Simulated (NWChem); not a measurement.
**doublet [P4]+: levels of theory compared**

Aim: a comparison of 6 runs (UHF/STO-3G, UHF/3-21G, UB3LYP/6-31G*, U-wB97X/def2-SVPD, UB2PLYP/def2-SVPD) of doublet [P4]+. 

Program for the calculation: NWChem 7.3.0.

25 further runs of the same task are left out: 25 set aside as unsound or not needed.

## 1. Starting point

The species is [P4]+ (4 atoms), meant as a doublet with charge +1. As SMILES of the parent species, `P12P3P1P23`. The coordinates come from a PBE0-D4/def2-TZVP relaxation. That shape belongs to the parent species and isn't relaxed for this state.

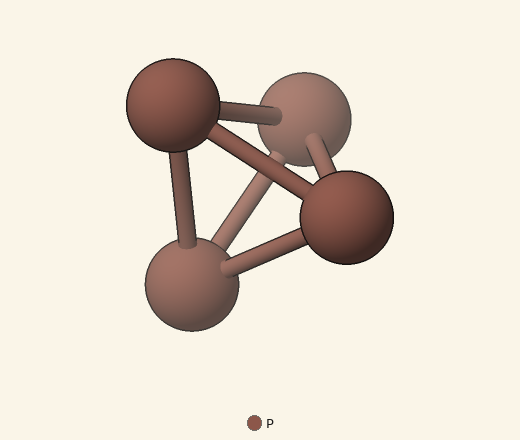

Viewed from a chosen angle; phosphorus brown.

## 2. A single-point energy at UHF/STO-3G (run 1)

The input, run.py:

```python
from ase import Atoms
from ase.calculators.nwchem import NWChem

system = Atoms('PPPP', positions=[
    [-0.724800, -0.100000, 1.119400],
    [1.294900, 0.109800, 0.315700],
    [-0.185000, -1.091700, -0.749800],
    [-0.385100, 1.081900, -0.685200],
])

calc = NWChem(
    label='job',
    theory='scf',
    memory='2200 mb',
    basis='STO-3G',
    basispar='spherical bse',
    charge=1,
    scf={'nopen': '1', 'uhf': None, 'thresh': '1e-08', 'maxiter': '80', 'print': 'low'},
    task='energy',
)
system.calc = calc

e = system.get_potential_energy()
print(f"E = {e:.6f} eV")
```

Command:

```console
$ export ASE_NWCHEM_COMMAND="nwchem PREFIX.nwi > PREFIX.nwo"
$ python run.py
```

The log of the run:

```text
E = -36665.548078 eV
```

The calculator wrote job.nwi:

```
title "job"

permanent_dir job

scratch_dir job

start job

geometry units angstrom nocenter noautosym noautoz
  P  -7.2480000000000000e-01 -1.0000000000000001e-01 1.1194000000000000e+00
  P  1.2948999999999999e+00 1.0979999999999999e-01 3.1569999999999998e-01
  P  -1.8500000000000000e-01 -1.0916999999999999e+00 -7.4980000000000002e-01
  P  -3.8510000000000000e-01 1.0819000000000001e+00 -6.8520000000000003e-01
end

charge 1

memory 2200 mb

basis spherical bse noprint
   * library STO-3G
end

scf
  nopen 1
  uhf
  thresh 1e-08
  maxiter 80
  print low
end

task scf energy
```

job.nwo:

```text
Northwest Computational Chemistry Package (NWChem) 7.3.0
             --------------------------------------------------------

           Job information
           ---------------

    nwchem branch   = 7.3.0
    use scalapack   = T
    input           = job.nwi
    prefix          = job.
    data base       = job/job.db
    status          = startup
    nproc           =        1

           Memory information
           ------------------

[... 5 lines left out ...]
    hardfail = no
[... 35 lines left out ...]
            Nuclear Dipole moment (a.u.)
[... 67 lines left out ...]
 Forming initial guess at       0.0s

 Starting SCF solution at       0.1s

  ga_iter_lsolve: convergence stagnant ... aborting solve
  ga_iter_lsolve: convergence stagnant ... aborting solve

       Final UHF  results
       ------------------

         Total SCF energy =  -1347.434050034442
      One electron energy =  -2513.488352365803
      Two electron energy =    838.921854440930
 Nuclear repulsion energy =    327.132447890431

                       Sz =      0.5000
                 Sz(Sz+1) =      0.7500
                      S^2 =      0.7801

        Time for solution =     11.8s

 Task  times  cpu:       11.9s     wall:       11.9s
 Total times  cpu:       11.9s     wall:       11.9s
```

It took 13 s on 1 thread of Intel Xeon Platinum 8488C (Sapphire Rapids), shared host; peak memory 0.099 GiB.

## 3. The energy at UHF/3-21G (run 2)

The input, m1.nw:

```
start m1
memory 2200 mb
charge 1
geometry units atomic noautosym nocenter noautoz
P  -1.36967350 -0.18897261  2.11535942
P   2.44700636  0.20749193  0.59658654
P  -0.34959933 -2.06301401 -1.41691665
P  -0.72773353  2.04449469 -1.29484034
end
basis "ao basis" spherical bse
P library 3-21G
end
scf
nopen 1
uhf
thresh 1e-08
maxiter 80
end
task scf energy
```

Command:

```console
$ nwchem m1.nw > m1.out
```

The log of the run:

```text
[...]
  functions       =    52
[...]
  wavefunction    = UHF
[...]
         Total SCF energy =  -1355.528766099572
      One electron energy =  -2514.437963527055
      Two electron energy =    831.776773008102
 Nuclear repulsion energy =    327.132424419381
                       Sz =      0.5000
                 Sz(Sz+1) =      0.7500
                      S^2 =      0.7830
[...]
```

Wall time 20 s (1 thread of Intel Xeon Platinum 8488C (Sapphire Rapids), shared host); peak memory 0.1 GiB.

Runs 3 to 4 aren't shown in full; the table further down has their settings and results.

## 4. A single-point energy at U-wB97X/def2-SVPD (run 5)

The input, p4.nw:

```
start p4
title "P4"
memory 2200 mb
charge 1

geometry units atomic noautosym nocenter noautoz
  P  -1.36967350 -0.18897261  2.11535942
  P   2.44700636  0.20749193  0.59658654
  P  -0.34959933 -2.06301401 -1.41691665
  P  -0.72773353  2.04449469 -1.29484034
end

basis "ao basis" spherical bse
  P library def2-SVPD
end

dft
  xc wb97x
  mult 2
  grid fine
  convergence energy 1e-08
  iterations 100
  mulliken
  noprint "final vectors analysis"
end

task dft energy
```

Command:

```console
$ nwchem p4.nw > p4.out
```

The log of the run:

```text
[...]
          Wavefunction type:  spin polarized.
          No. of atoms     :     4
          No. of electrons :    59
[...]
          Charge           :     1
          Spin multiplicity:     2
[...]
          AO basis - number of functions:    96
[...]
              XC Information
              --------------
                       wb97x  Method XC Functional
                     Hartree-Fock (Exact) Exchange  1.000
                         wb97x Exchange Functional  1.000
                      wb97x Correlation Functional  1.000
[...]
 d= 0,ls=0.0,diis     1  -1364.6135012302 -1.69D+03  6.97D-03  1.90D-01     6.0
[...]
 d= 0,ls=0.0,diis    12  -1364.6551097792 -2.13D-09  4.52D-07  2.08D-10    68.2
[...]
         Total DFT energy =    -1364.655109779240
      One electron energy =    -2525.090485263610
           Coulomb energy =      925.981660323203
    Exchange-Corr. energy =      -92.678709258214
 Nuclear repulsion energy =      327.132424419381
[...]
      Total Density - Mulliken Population Analysis
     ---------------------------------------------
    Atom       Charge   Shell Charges
 -----------   ------   -------------------------------------------------------
    1 P   15    14.75   2.00  1.98  1.32  0.62 -0.02  5.92  1.35  1.45  0.15 -0.02
    2 P   15    14.75   2.00  1.98  1.32  0.62 -0.02  5.92  1.35  1.45  0.15 -0.02
    3 P   15    14.75   2.00  1.98  1.32  0.62 -0.02  5.92  1.35  1.45  0.15 -0.02
    4 P   15    14.75   2.00  1.98  1.32  0.62 -0.02  5.92  1.35  1.45  0.15 -0.02
[...]
      <S2> =      0.7572 (Exact =     0.7500)
[...]
```

Run time: 69 s. Hardware: 1 thread of Intel Xeon Platinum 8488C (Sapphire Rapids), shared host; peak memory 0.12 GiB.

## 5. The energy at UB2PLYP/def2-SVPD (run 6)

The input, p4.nw:

```
START p4
TITLE "P4"
memory stack 880 mb heap 220 mb global 1100 mb
charge 1

GEOMETRY units angstrom noautosym nocenter noautoz
P     -0.724800    -0.100000     1.119400
P      1.294900     0.109800     0.315700
P     -0.185000    -1.091700    -0.749800
P     -0.385100     1.081900    -0.685200
END

BASIS spherical bse
P library def2-SVPD
END

DFT
xc hfexch 0.53 becke88 0.47 lyp 0.73 mp2 0.27
dftmp2 semidirect
mult 2
grid fine
convergence energy 1e-08
maxiter 100
mulliken
print medium
END

MP2
freeze core 20
END

TASK dft energy
```

Command:

```console
$ nwchem p4.nw > p4.out
```

The log of the run:

```text
[...]
          Wavefunction type:  spin polarized.
          No. of atoms     :     4
          No. of electrons :    59
[...]
          Charge           :     1
          Spin multiplicity:     2
[...]
          AO basis - number of functions:    96
[...]
              XC Information
              --------------
                     Hartree-Fock (Exact) Exchange  0.530
                    Becke 1988 Exchange Functional  0.470
              Lee-Yang-Parr Correlation Functional  0.730
[...]
 d= 0,ls=0.0,diis     1  -1363.9762630368 -1.69D+03  6.13D-03  1.36D-01     2.4
[...]
 d= 0,ls=0.0,diis    35  -1364.0086714249 -4.81D-09  1.09D-06  6.07D-10    74.1
[...]
         Total DFT energy =    -1364.008671424937
      One electron energy =    -2525.088869901883
           Coulomb energy =      926.014051046183
    Exchange-Corr. energy =      -92.066300459668
 Nuclear repulsion energy =      327.132447890431
[...]
      Total Density - Mulliken Population Analysis
     ---------------------------------------------
    Atom       Charge   Shell Charges
 -----------   ------   -------------------------------------------------------
    1 P   15    14.75   2.00  1.99  1.33  0.61 -0.01  5.92  1.32  1.45  0.15 -0.02
    2 P   15    14.75   2.00  1.99  1.33  0.61 -0.01  5.92  1.32  1.45  0.15 -0.02
    3 P   15    14.75   2.00  1.99  1.33  0.61 -0.01  5.92  1.32  1.45  0.15 -0.02
    4 P   15    14.75   2.00  1.99  1.33  0.61 -0.01  5.92  1.32  1.45  0.15 -0.02
[...]
      <S2> =      0.7609 (Exact =     0.7500)
[...]
  Basis functions       =     96
[...]
```

It took 78 s on 1 thread of Intel Xeon Platinum 8488C (Sapphire Rapids), shared host; peak memory 0.22 GiB.

## 6. All runs side by side

| run | level | iteration cap | module | energy (Eh) | ⟨S²⟩ | wall time |
| --- | --- | --- | --- | --- | --- | --- |
| 1 | UHF/STO-3G | 80 | scf | -1347.434050 | 0.780 | 13 s |
| 2 | UHF/3-21G | 80 | scf | -1355.528766 | 0.783 | 20 s |
| 3 | UB3LYP/6-31G* (spherical functions) | 100 | dft | -1365.072932 | 0.754 | 62 s |
| 4 | UB3LYP/6-31G* (Cartesian functions) | 100 | dft | -1365.083602 | 0.754 | 72 s |
| 5 | U-wB97X/def2-SVPD | 100 | dft | -1364.655110 | 0.757 | 69 s |
| 6 | UB2PLYP/def2-SVPD | 100 | dft | -1364.167875 | 0.761 | 78 s |

## 7. Outcome

| quantity | value |
| --- | --- |
| run 6: total energy | -1364.16787 Eh |
| run 6: HOMO energy (SCF part's orbitals) (highest over α and β) | -14.28 eV |
| run 6: LUMO energy (SCF part's orbitals) (lowest over α and β) | -10.37 eV |
| run 6: ⟨S²⟩ | 0.761 |

In words: Totals of different functionals can't be ranked against each other. In run 1 the basis is minimal, so the values are rough. All runs together took 5.2 min, the longest 78 s.
